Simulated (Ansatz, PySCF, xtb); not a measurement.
C2H4 (SMILES C=C) and CH4O (SMILES CO) are pulled apart as rigid monomers along the line of their centres of mass, from the B3LYP-D3(BJ)/def2-TZVP minimum. Starting geometry (charge 0, multiplicity 1):
```xyz
12

C      0.59472    -0.26677    -0.04864
C     -0.64630     0.20187    -0.04427
H      0.81927    -1.28237    -0.35108
H      1.43606     0.34779     0.24828
H     -0.86958     1.21852     0.25620
H     -1.48795    -0.41105    -0.34312
C      0.15333     0.40041     3.73424
O     -0.31173    -0.81024     3.16323
H      1.19002     0.62061     3.45282
H      0.11169     0.28306     4.81667
H     -0.47287     1.25705     3.45774
H     -0.27968    -0.72142     2.20243
```

Interaction energies with rigid monomers; basis-set methods are counterpoise corrected unless marked otherwise.

Rows in 6-31G* carry no dispersion term and start afresh at each structure (6-31G* with six Cartesian d functions).

Codes used: Ansatz (a program for electronic structure); PySCF for 6-31G* rows, the dispersion terms; xtb for the GFN methods. Values without a source in brackets are computed.

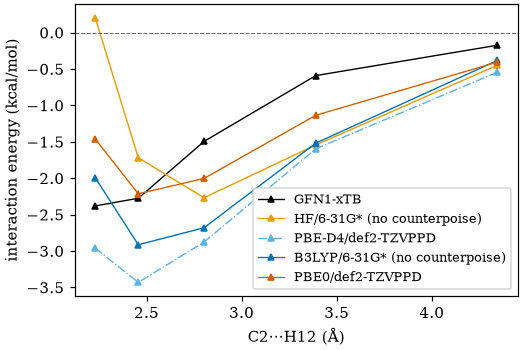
Figure: Interaction energy against separation

### Question
Which level binds most strongly at C2···H12 = 2.46, and by how much?

### Answer
PBE-D4/def2-TZVPPD, -3.4 kcal/mol.
